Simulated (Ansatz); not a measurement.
# Cl3FZr: molecular dynamics

The plan is to follow the molecule's vibrations and see whether its bonds hold. The start is relaxed first. Runs: 300 steps of 1 fs at constant energy, with velocities drawn for 300 K.

Method: RHF/def2-SVP, in Ansatz 0.2.0.

### Step 1. The system as given

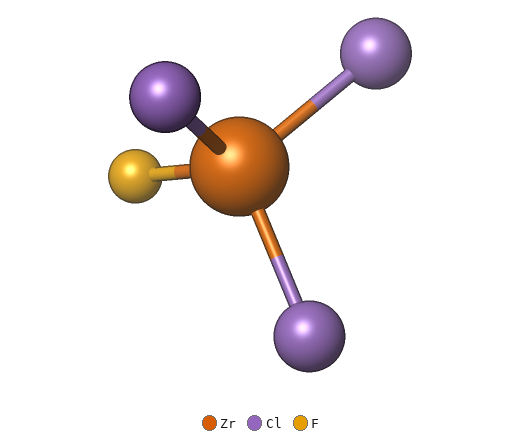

The starting structure, seen from a free direction (zirconium orange, chlorine purple, fluorine amber).

Coordinates:

```xyz
5

Zr    0.0000    0.0000    0.0000
Cl    0.0000    0.0000    2.5200
Cl    2.3764    0.0000   -0.8392
Cl   -1.1869    2.0563   -0.8392
F    -0.9326   -1.6157   -0.6593
```

### Step 2. Relaxing the start

File input.yaml:

```yaml
crystal:
  periodic: [false, false, false]
  atoms:
    - { symbol: Zr, position_ang: [0.0, 0.0, 0.0] }
    - { symbol: Cl, position_ang: [0.0, 0.0, 2.52] }
    - { symbol: Cl, position_ang: [2.3764, 0.0, -0.8392] }
    - { symbol: Cl, position_ang: [-1.1869, 2.0563, -0.8392] }
    - { symbol: F, position_ang: [-0.9326, -1.6157, -0.6593] }
basis:
  gaussian: { orbitals: def2-SVP }
hamiltonian:
  xc: hf
relax:
  f_tol: 0.02
  max_steps: 40
```

On the command line:

```
$ ansatz run input.yaml --threads 1 --pin off --max-ram 2048MiB --backend cpu --events-out ev --progress --plain --runs-dir out
```

Output, shortened:

```text
Warning: RAYON_NUM_THREADS=1 ignored (pool sized by the plan → 1); use --threads N
[...]
Functional definition: HF
[...]
995 factors; integrals over basis functions are off by at most 2.2e-4 eV
[...]
mean field -41477.28939128 eV, -1524.2622708130 hartree, gradient 7.1e-5 eV, S^2 0.000000; 0 other end points of the search recorded, 0 dependent functions left out
[...]
reference -41477.28939128 eV, -1524.2622708130 hartree; 36, 36 occupied and 63, 63 virtual orbitals, 995 factors
relax step   1: F+E_penalty+E_count = -41477.28939128 eV  Δ(F+E_penalty+E_count) = +0.000e0 eV  max|allowed force component| = 2.324e0 eV/Å  Δτ_max = 0.0000 Å  (37 SCF iters, accepted)
[...]
relax step   3: F+E_penalty+E_count = -41478.07060421 eV  Δ(F+E_penalty+E_count) = -5.748e-2 eV  max|allowed force component| = 9.999e-2 eV/Å  Δτ_max = 0.0399 Å  (37 SCF iters, accepted)
[...]
relax step   4: F+E_penalty+E_count = -41478.07084729 eV  Δ(F+E_penalty+E_count) = -2.431e-4 eV  max|allowed force component| = 1.991e-2 eV/Å  Δτ_max = 0.0027 Å  (38 SCF iters, accepted)
995 factors; integrals over basis functions are off by at most 3.9e-4 eV
mean field -41478.07084729 eV, -1524.2909887917 hartree, gradient 1.0e-5 eV, S^2 0.000000; 1 other end points of the search recorded, 0 dependent functions left out
[...]
reference -41478.07084729 eV, -1524.2909887917 hartree; 36, 36 occupied and 63, 63 virtual orbitals, 995 factors
Total energy: -41478.07084729 eV, -1524.2909887917 hartree
Atom 0 at     0.014850     0.024824     0.010615 Å, force    -0.009964    -0.018103    -0.007088 eV/Å
Atom 1 at    -0.000181    -0.000603     2.364555 Å, force    -0.000626    -0.001153     0.001059 eV/Å
Atom 2 at     2.229375    -0.000595    -0.787618 Å, force     0.000695    -0.001164    -0.000927 eV/Å
Atom 3 at    -1.114289     1.929813    -0.788012 Å, force    -0.001625     0.000515    -0.001160 eV/Å
Atom 4 at    -0.872856    -1.512839    -0.617240 Å, force     0.011520     0.019905     0.008117 eV/Å
Dipole moment:     0.001849     0.003233     0.001299 e Å
```

Wall time 19 s (1 thread of Intel Xeon Platinum 8259CL at 2.50GHz (Skylake/Cascade Lake), shared host); peak memory 0.22 GiB.

The steps of the relaxation:

| step | energy from step 1 (eV) | largest force component (eV/Å) |
| --- | --- | --- |
| 1 | 0.0000 | 2.3241 |
| 2 | -0.7237 | 0.8805 |
| 3 | -0.7812 | 0.1000 |
| 4 | -0.7815 | 0.0199 |

Step 1 is the start.

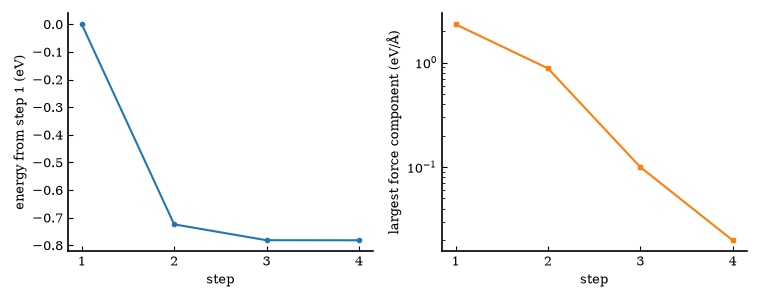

How energy and force went from step to step.

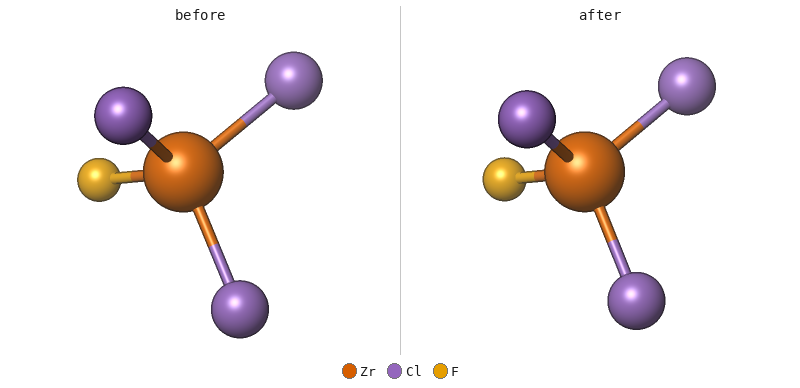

Before and after, at one scale.

After: Bond lengths: Zr1–Cl2 2.354 Å, Zr1–Cl3 2.354 Å, Zr1–Cl4 2.354 Å, Zr1–F5 1.883 Å. Angles: Cl2–Zr1–Cl3 110.2°, Cl2–Zr1–Cl4 110.2°, Cl2–Zr1–F5 108.8°, Cl3–Zr1–Cl4 110.2°, Cl3–Zr1–F5 108.8°, Cl4–Zr1–F5 108.8°.

### Step 3. The run

300 steps of 1 fs at constant energy, with velocities drawn for 300 K, from the relaxed start.

File input.yaml:

```yaml
crystal:
  periodic: [false, false, false]
  atoms:
    - { symbol: Zr, position_ang: [0.01485, 0.024824, 0.010615] }
    - { symbol: Cl, position_ang: [-0.000181, -0.000603, 2.364555] }
    - { symbol: Cl, position_ang: [2.229375, -0.000595, -0.787618] }
    - { symbol: Cl, position_ang: [-1.114289, 1.929813, -0.788012] }
    - { symbol: F, position_ang: [-0.872856, -1.512839, -0.61724] }
basis:
  gaussian: { orbitals: def2-SVP }
hamiltonian:
  xc: hf
md:
  timestep: 1.0
  n_steps: 300
  ensemble: nve
  temperature: 300.0
  initial_velocities: maxwell_boltzmann
  seed: 680297
```

On the command line:

```
$ ansatz run input.yaml --threads 1 --pin off --max-ram 2048MiB --backend cpu --events-out ev --progress --plain --runs-dir out
```

Output, shortened:

```text
Warning: RAYON_NUM_THREADS=1 ignored (pool sized by the plan → 1); use --threads N
[...]
[... 1 set-up line as earlier in the session ...]
[...]
999 factors; integrals over basis functions are off by at most 2.0e-4 eV
[...]
mean field -41478.07084577 eV, -1524.2909887358 hartree, gradient 6.8e-5 eV, S^2 0.000000; 0 other end points of the search recorded, 0 dependent functions left out
[...]
reference -41478.07084577 eV, -1524.2909887358 hartree; 36, 36 occupied and 63, 63 virtual orbitals, 999 factors
md step     0: t =     0.00 fs  T =   300.0 K  F+E_penalty+E_count = -41478.07084577 eV  E_kin = 0.116334 eV  conserved = -41477.95451177 eV  (36 SCF iters)
[...]
md step    20: t =    20.00 fs  T =   167.5 K  F+E_penalty+E_count = -41478.01939268 eV  E_kin = 0.064948 eV  conserved = -41477.95444449 eV  (38 SCF iters)
[...]
md step    40: t =    40.00 fs  T =   197.4 K  F+E_penalty+E_count = -41478.03105069 eV  E_kin = 0.076548 eV  conserved = -41477.95450317 eV  (38 SCF iters)
[...]
md step    60: t =    60.00 fs  T =    34.6 K  F+E_penalty+E_count = -41477.96787502 eV  E_kin = 0.013430 eV  conserved = -41477.95444497 eV  (38 SCF iters)
[...]
md step    80: t =    80.00 fs  T =   109.5 K  F+E_penalty+E_count = -41477.99695742 eV  E_kin = 0.042454 eV  conserved = -41477.95450354 eV  (38 SCF iters)
md step    81: t =    81.00 fs  T =   107.7 K  F+E_penalty+E_count = -41477.99627264 eV  E_kin = 0.041769 eV  conserved = -41477.95450318 eV  (38 SCF iters)
md step    82: t =    82.00 fs  T =   104.8 K  F+E_penalty+E_count = -41477.99515619 eV  E_kin = 0.040654 eV  conserved = -41477.95450213 eV  (60 SCF iters)
```

### Step 4. The output, continued: dynamics from the start

The log, continued, shortened:

```text
md step    83: t =    83.00 fs  T =   100.9 K  F+E_penalty+E_count = -41477.99362829 eV  E_kin = 0.039128 eV  conserved = -41477.95450029 eV  (38 SCF iters)
[...]
md step   108: t =   108.00 fs  T =   115.7 K  F+E_penalty+E_count = -41477.99936667 eV  E_kin = 0.044881 eV  conserved = -41477.95448588 eV  (38 SCF iters)
[...]
md step   133: t =   133.00 fs  T =   141.3 K  F+E_penalty+E_count = -41478.00925284 eV  E_kin = 0.054797 eV  conserved = -41477.95445548 eV  (38 SCF iters)
[...]
md step   158: t =   158.00 fs  T =   266.7 K  F+E_penalty+E_count = -41478.05793055 eV  E_kin = 0.103427 eV  conserved = -41477.95450396 eV  (38 SCF iters)
[...]
md step   183: t =   183.00 fs  T =   202.1 K  F+E_penalty+E_count = -41478.03283516 eV  E_kin = 0.078365 eV  conserved = -41477.95447048 eV  (38 SCF iters)
md step   184: t =   184.00 fs  T =   206.6 K  F+E_penalty+E_count = -41478.03460915 eV  E_kin = 0.080134 eV  conserved = -41477.95447538 eV  (38 SCF iters)
md step   185: t =   185.00 fs  T =   211.3 K  F+E_penalty+E_count = -41478.03641945 eV  E_kin = 0.081939 eV  conserved = -41477.95448009 eV  (38 SCF iters)
```

### Step 5. More of the same log: dynamics from the start

Output, continued, shortened:

```text
md step   186: t =   186.00 fs  T =   215.9 K  F+E_penalty+E_count = -41478.03819065 eV  E_kin = 0.083706 eV  conserved = -41477.95448444 eV  (38 SCF iters)
[...]
md step   207: t =   207.00 fs  T =   141.9 K  F+E_penalty+E_count = -41478.00948280 eV  E_kin = 0.055016 eV  conserved = -41477.95446681 eV  (38 SCF iters)
[...]
md step   228: t =   228.00 fs  T =    95.3 K  F+E_penalty+E_count = -41477.99143875 eV  E_kin = 0.036959 eV  conserved = -41477.95447996 eV  (38 SCF iters)
[...]
md step   249: t =   249.00 fs  T =    45.3 K  F+E_penalty+E_count = -41477.97201445 eV  E_kin = 0.017553 eV  conserved = -41477.95446155 eV  (38 SCF iters)
[...]
md step   299: t =   299.00 fs  T =   214.7 K  F+E_penalty+E_count = -41478.03773062 eV  E_kin = 0.083247 eV  conserved = -41477.95448342 eV  (38 SCF iters)
[...]
md step   300: t =   300.00 fs  T =   220.5 K  F+E_penalty+E_count = -41478.04000153 eV  E_kin = 0.085517 eV  conserved = -41477.95448497 eV  (60 SCF iters)
Total energy: -41478.04000153 eV, -1524.2898552311 hartree
Atom 0 at     0.011322     0.029371    -0.001470 Å, force     0.764834    -0.143931    -0.024227 eV/Å
Atom 1 at    -0.036569     0.044539     2.355090 Å, force     0.020633    -0.065211    -0.090690 eV/Å
Atom 2 at     2.271257    -0.052396    -0.805408 Å, force    -0.616934     0.118074     0.227232 eV/Å
Atom 3 at    -1.150892     1.939236    -0.713037 Å, force    -0.039887     0.056148    -0.134354 eV/Å
Atom 4 at    -0.797871    -1.539827    -0.648257 Å, force    -0.128646     0.034920     0.022038 eV/Å
Dipole moment:    -0.074896     0.031626    -0.009280 e Å
```

Run time: 17 min. Hardware: 1 thread of Intel Xeon Platinum 8259CL at 2.50GHz (Skylake/Cascade Lake), shared host; peak memory 0.22 GiB.

### Step 6. The trajectory

The trajectory, every 12 steps (energies from step 0):

| time (fs) | T (K) | potential energy change (meV/atom) | total energy change (meV/atom) |
| --- | --- | --- | --- |
| 0.0 | 300 | 0.0 | 0.00 |
| 12.0 | 215 | 6.6 | 0.01 |
| 24.0 | 174 | 9.7 | 0.01 |
| 36.0 | 215 | 6.6 | 0.00 |
| 48.0 | 118 | 14.1 | 0.01 |
| 60.0 | 35 | 20.6 | 0.01 |
| 72.0 | 87 | 16.5 | 0.01 |
| 84.0 | 96 | 15.8 | 0.00 |
| 96.0 | 29 | 21.1 | 0.01 |
| 108.0 | 116 | 14.3 | 0.01 |
| 120.0 | 180 | 9.3 | 0.00 |
| 132.0 | 143 | 12.2 | 0.01 |
| 144.0 | 181 | 9.2 | 0.01 |
| 156.0 | 263 | 2.8 | 0.00 |
| 168.0 | 224 | 5.9 | 0.01 |
| 180.0 | 191 | 8.5 | 0.01 |
| 192.0 | 232 | 5.3 | 0.00 |
| 204.0 | 167 | 10.3 | 0.01 |
| 216.0 | 92 | 16.1 | 0.01 |
| 228.0 | 95 | 15.9 | 0.01 |
| 240.0 | 78 | 17.2 | 0.01 |
| 252.0 | 42 | 20.0 | 0.01 |
| 264.0 | 92 | 16.2 | 0.01 |
| 276.0 | 135 | 12.8 | 0.01 |
| 288.0 | 149 | 11.7 | 0.01 |
| 300.0 | 221 | 6.2 | 0.01 |

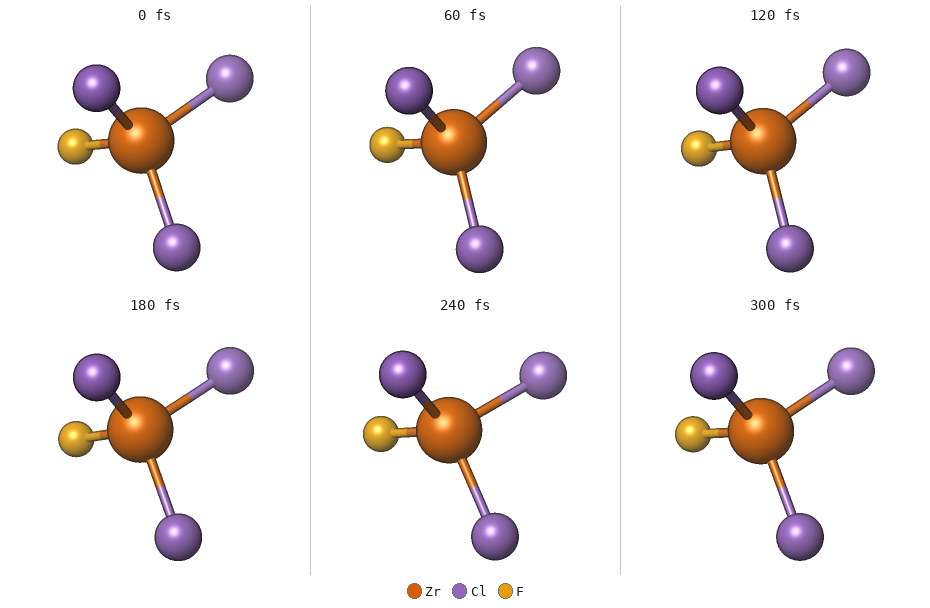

The system at six times, viewed from a free direction. Sticks join atoms within a bonding distance in each frame.

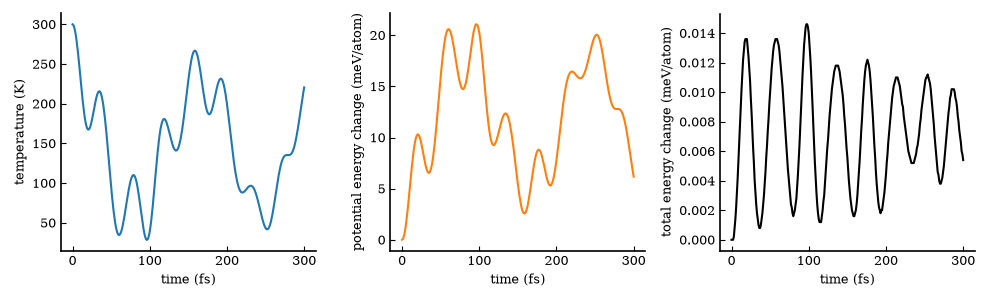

Time series of the run, each on its own scale.

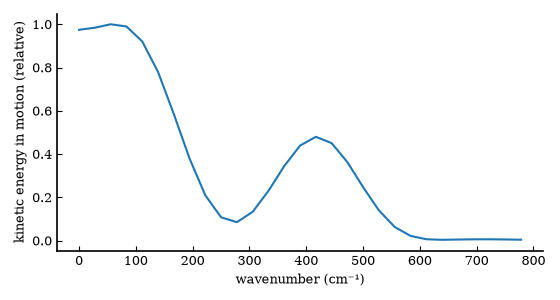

Power spectrum of the mass-weighted velocities; a run of 300 fs resolves no finer than about 220 cm⁻¹.

### Step 7. Snapshots as a file

Positions (Å) and forces (eV/Å):

```xyz
5
time_fs=38.0 T=209 dE=0.0355
Zr   -0.020    0.041    0.037    0.273    0.021   -0.118
Cl    0.070   -0.102    2.387   -0.100    0.134    0.025
Cl    2.183    0.056   -0.776    0.042   -0.060    0.003
Cl   -1.050    1.939   -0.916   -0.111   -0.029    0.166
F    -0.868   -1.522   -0.569   -0.103   -0.066   -0.076
5
time_fs=75.0 T=102 dE=0.0768
Zr   -0.037    0.047    0.049    0.594    0.046   -0.111
Cl    0.104   -0.151    2.407   -0.152    0.203   -0.167
Cl    2.179    0.088   -0.773   -0.214   -0.110    0.100
Cl   -1.023    1.934   -0.981   -0.135   -0.073    0.268
F    -0.894   -1.511   -0.548   -0.093   -0.066   -0.090
5
time_fs=112.0 T=155 dE=0.0564
Zr   -0.010    0.042    0.044   -0.269   -0.044   -0.134
Cl    0.086   -0.129    2.387   -0.089    0.149    0.150
Cl    2.171    0.083   -0.761    0.438   -0.112   -0.153
Cl   -1.045    1.911   -0.952   -0.117    0.074    0.191
F    -0.938   -1.478   -0.561    0.038   -0.067   -0.054
5
time_fs=150.0 T=230 dE=0.0273
Zr    0.005    0.028    0.021    0.435   -0.073   -0.117
Cl    0.031   -0.048    2.389   -0.049    0.060   -0.263
Cl    2.262    0.037   -0.784   -0.610   -0.063    0.192
Cl   -1.110    1.911   -0.849    0.038   -0.032    0.122
F    -0.951   -1.473   -0.606    0.185    0.108    0.066
5
time_fs=188.0 T=224 dE=0.0295
Zr    0.048    0.020   -0.006   -0.801   -0.038    0.039
Cl   -0.038    0.053    2.331    0.077   -0.083    0.271
Cl    2.240   -0.035   -0.775    0.548    0.019   -0.211
Cl   -1.164    1.909   -0.708    0.065    0.096   -0.133
F    -0.889   -1.487   -0.646    0.112    0.006    0.034
5
time_fs=225.0 T=92 dE=0.0807
Zr    0.031    0.017   -0.023    0.652    0.079    0.113
Cl   -0.081    0.121    2.332    0.109   -0.204   -0.156
Cl    2.309   -0.094   -0.806   -0.749    0.161    0.250
Cl   -1.197    1.937   -0.616    0.096   -0.064   -0.248
F    -0.794   -1.540   -0.680   -0.108    0.028    0.042
5
time_fs=262.0 T=79 dE=0.0858
Zr    0.050    0.019   -0.024   -0.843    0.286    0.292
Cl   -0.082    0.117    2.313    0.134   -0.190    0.215
Cl    2.230   -0.101   -0.788    0.752    0.126   -0.239
Cl   -1.192    1.947   -0.614    0.155   -0.126   -0.250
F    -0.747   -1.552   -0.677   -0.198   -0.096   -0.018
5
time_fs=300.0 T=221 dE=0.0308
Zr    0.011    0.029   -0.002    0.765   -0.144   -0.024
Cl   -0.037    0.044    2.355    0.021   -0.065   -0.091
Cl    2.271   -0.052   -0.805   -0.617    0.118    0.227
Cl   -1.151    1.939   -0.713   -0.040    0.056   -0.134
F    -0.798   -1.540   -0.648   -0.129    0.035    0.022
```

### Step 8. Summary of results

```
                          quantity                         value
           relaxation of the start       3 moves, 0.781 eV lower
                            length             300 steps of 1 fs
  temperature, first and last step                 300 and 221 K
          temperature, second half  mean 149 K, from 42 to 267 K
     potential energy, second half   +12 meV/atom from the start
largest change of the total energy                 0.01 meV/atom
            bonds formed or broken                             0
```

**Reading.** The temperature starts at 300 K and averages 149 K in the second half, where it ranges from 42 to 267 K. About half is expected from a start at a minimum: kinetic energy passes into potential energy until both shares match. The total energy strays from its start by at most 0.01 meV/atom, 0.1 % of the mean kinetic energy, which is good for a step of 1 fs. The bonds all hold. Averages from a run of 300 fs with 5 atoms are rough.
